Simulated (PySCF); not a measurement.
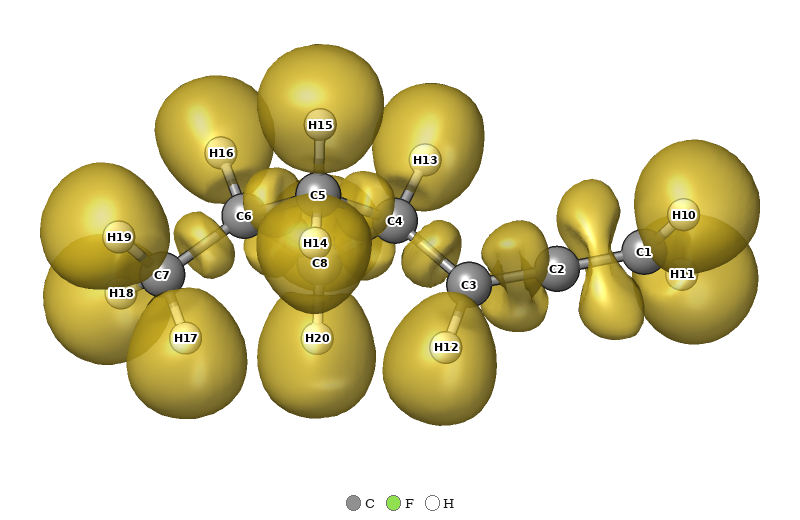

Figure. C$_{8}$H$_{11}$F. Isosurface of the ELF at 0.75 (yellow), seen from one side. Core shells and regions of very low density are left out.

Geometry: GFN2-xTB.

Theory: PySCF 2.14.0, PBE0/pcSseg-1, SCF density, gas phase, non-relativistic.

```xyz
20

C     4.0325   -0.0710   -0.5773
C     2.8170   -0.1616   -0.1446
C     1.5903   -0.2432    0.2716
C     0.4078    0.1986   -0.5274
C    -0.6112    1.1242    0.1745
C    -1.7605    0.2342   -0.3369
C    -2.8305   -0.1707    0.6586
C    -0.7224   -0.8312   -0.7196
F    -0.8398   -1.3412   -1.9892
H     4.6358    0.8049   -0.3997
H     4.4998   -0.8711   -1.1288
H     1.3735   -0.6527    1.2506
H     0.7259    0.5937   -1.4926
H    -0.5168    1.0920    1.2585
H    -0.6167    2.1608   -0.1527
H    -2.2175    0.6456   -1.2384
H    -2.3793   -0.5973    1.5525
H    -3.4962   -0.9105    0.2195
H    -3.4203    0.6955    0.9503
H    -0.6766   -1.6883   -0.0415
```

What do the ELF domains correspond to?

Answer. The surface consists of eight regions between bonded C–C atoms (shared pairs), eleven regions around hydrogen nuclei and one region on F in which the atom's valence shell and bonds are merged. Profiles from the grid: C–C (1.29 Å): the ELF peaks at about 0.90 between the atoms (a multiple bond). C–F (1.37 Å): the ELF peaks at about 0.85 between the atoms, as expected for a shared but strongly polarised pair.
